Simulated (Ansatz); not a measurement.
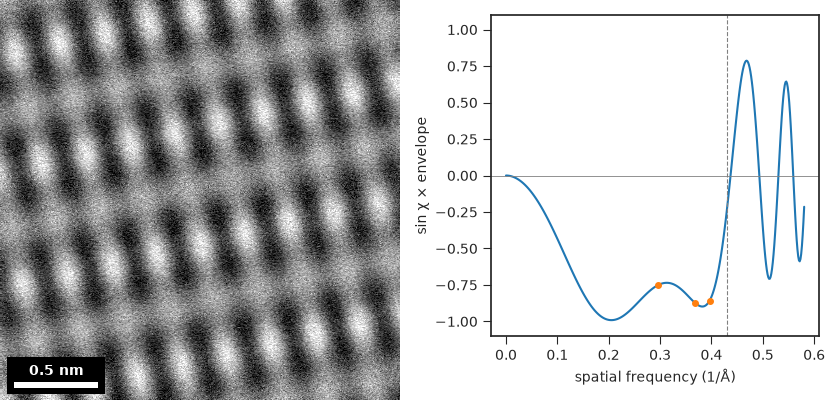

HRTEM-like image of CuPbF (P4/nmm, No. 129) along [110]. Simulated in the weak-phase-object approximation with neutral-atom potentials: 200 kV, Cs = 1.00 mm, defocus −601 Å (negative is underfocus), defocus spread 40 Å, aperture 0.43 1/Å. Shot noise and a slight drift were added. Structure: the end point of a relaxation (final pressure about 4.8 GPa) with DFT, PAW plane waves, pbesol in Ansatz 0.2.0; the starting structure was generated, so it need not be a known form of this composition.

The plot gives the contrast transfer function, the aperture (dashed) and the crystal's spatial frequencies that carry visible contrast (dots).

> Do the atom columns appear dark or bright, and why?

Dark. With positive Cs and underfocus sin χ is negative over the pass band, so the strongest columns (Pb) come out darker than the background.

> What point resolution do these settings give, and which lattice spacings pass?

About 2.3 Å (0.66 |Cs|^(1/4) λ^(3/4) with λ = 0.0251 Å). The spacings that carry visible contrast are {002} at 3.39 Å, {110} at 2.72 Å, {111} at 2.52 Å. Columns 1.16 Å apart are closer than that and merge.
